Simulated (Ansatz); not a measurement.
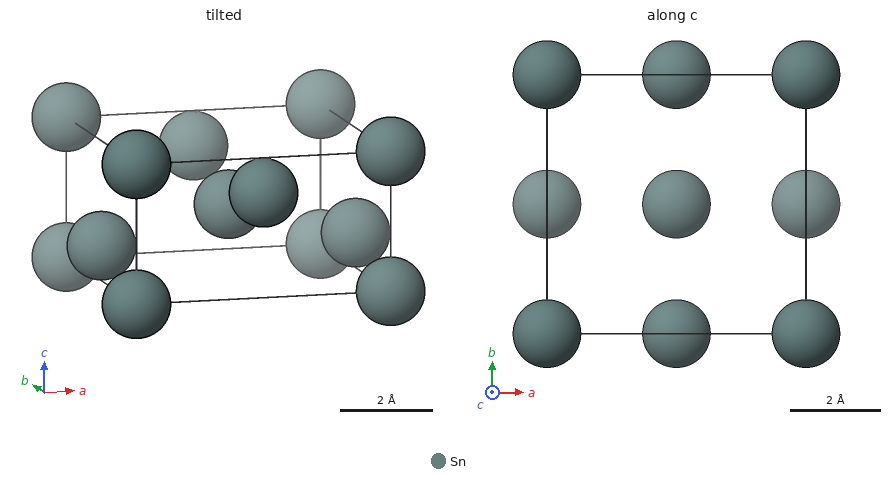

Spheres-only representation of a periodic structure, projected slightly off an axis and along the c axis. Thin lines show the conventional unit cell, with boundary atoms drawn in all their periodic places.

Q: How many atoms count towards one cell?

A: 4 (tin), counting shared atoms by their share.

Q: What kind of lattice is this?

A: Body-centred tetragonal.

Q: What space-group symmetry does the structure have?

A: I4_1/amd (No. 141), with Sn on 4a.

Q: Give the prototype.

A: Β-tin type.

The model was built from a structure type known for this element. Earlier steps of the study may have refined or changed the cell and positions. It was run through Ansatz as a DFT input.
